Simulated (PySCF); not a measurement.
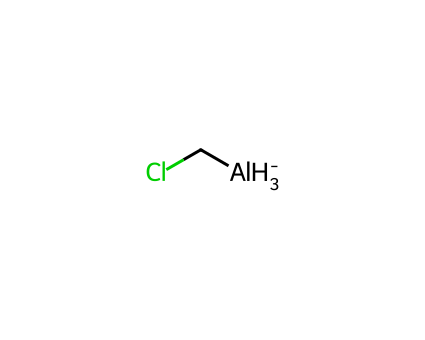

The drawing above gives the connectivity. The species has charge −1 and is a spin singlet. The geometry was computed by an optimisation with PBE0-D3(BJ)/def2-SVP. No frequency run is at hand to confirm it as a minimum.

Describe the 3D structure.

Formula CH₅AlCl⁻. As SMILES it reads `[AlH3-][CH2]Cl`. Among its groups: C–Cl bond. This geometry has Cs symmetry. Coordination: 1 Al tetrahedral; 1 C tetrahedral.

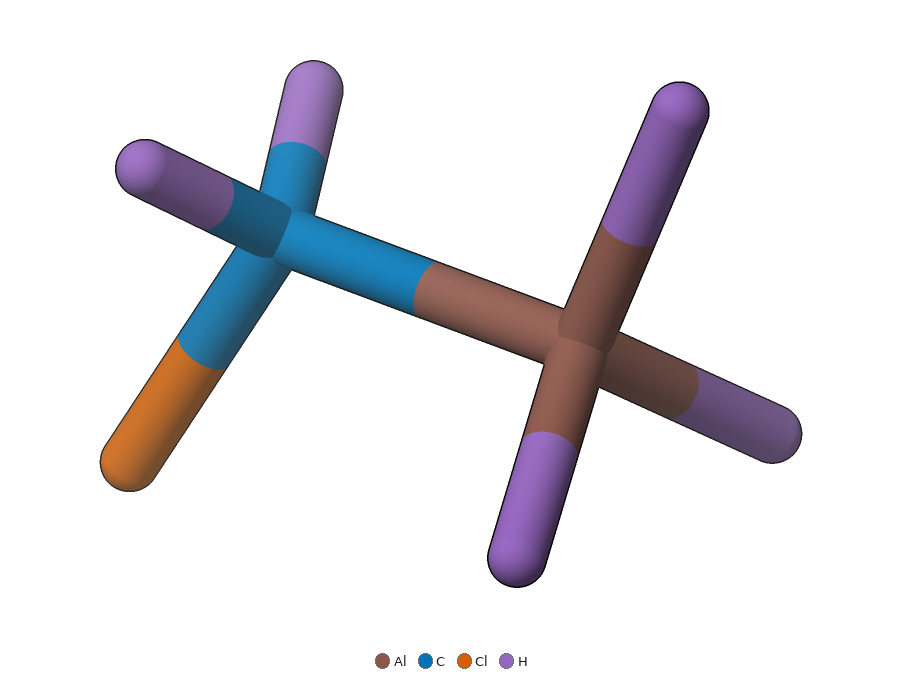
